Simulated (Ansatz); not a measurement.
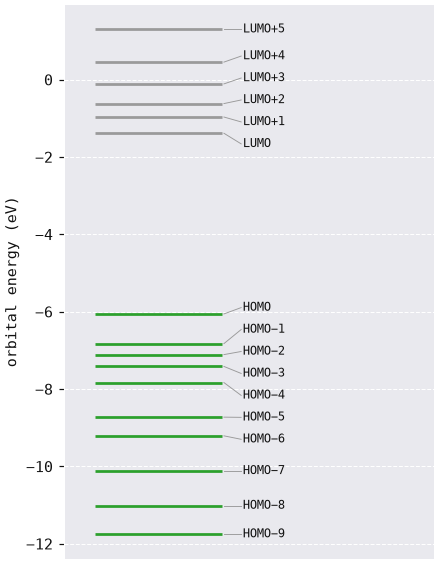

BSnN₂H₇O, SMILES B[NH][Sn@@H]([NH2])[OH], singlet. Kohn-Sham orbital energies near the frontier, BLYP/def2-TZVPP with the Ansatz code 0.2.0, at a PBE0-D4/def2-TZVP geometry (with a soft imaginary mode, 29i cm⁻¹), isolated molecule; empty levels in grey, levels within 0.03 eV side by side.

Question: Where do the frontier orbitals lie?

Answer: HOMO at −6.06 eV, LUMO at −1.39 eV, 4.67 eV apart.

Question: How far below the HOMO does the next level lie?

Answer: 0.77 eV.

Question: List the levels.

Answer:
```
orbital  energy (eV)
 LUMO+5         1.30
 LUMO+4         0.45
 LUMO+3        −0.11
 LUMO+2        −0.62
 LUMO+1        −0.97
   LUMO        −1.39
   HOMO        −6.06
 HOMO−1        −6.83
 HOMO−2        −7.11
 HOMO−3        −7.42
 HOMO−4        −7.84
 HOMO−5        −8.73
 HOMO−6        −9.21
 HOMO−7       −10.12
 HOMO−8       −11.02
 HOMO−9       −11.76
```

Known limits of this run: core potentials past krypton; spin-orbit coupling is left out, and with Sn it can shift these levels and split any degenerate set; one conformer of a flexible molecule; empty levels above zero depend strongly on the basis.
